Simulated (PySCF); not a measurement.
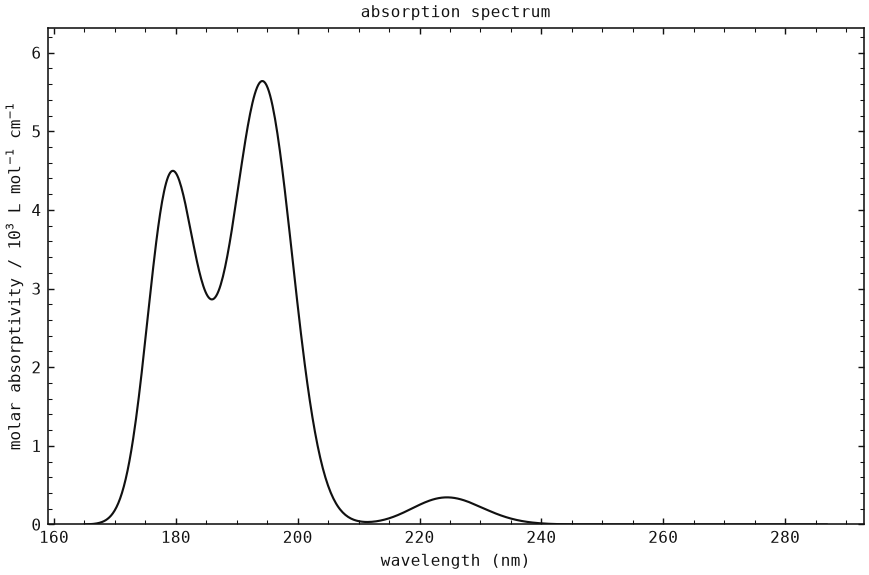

Computed absorption of CH₁₀FNSi₃, SMILES N[SiH2][SiH2][C@@H](F)[SiH3]. Vertical TDDFT excitations, PBE0/def2-SVPD, PySCF, at a GFN2-xTB geometry (no frequency check), gas phase. The lowest 6 singlet states are shown; each is broadened by a Gaussian of 1/e half-width 0.20 eV.

Q: Which of the computed transitions is the brightest, and what character does the calculation give it?

A: S2 at 6.35 eV (195 nm), f = 0.056, mainly HOMO−1 → LUMO (87 %).

Q: Does any vertical transition fall in the visible?

A: No singlet lies below 3.1 eV (beyond 400 nm), so at this level no vertical transition falls in the visible.

Known limits of this run: the tight-binding geometry is rougher than a DFT one and adds to the error; one conformer of a flexible molecule; core orbitals are frozen in the response.
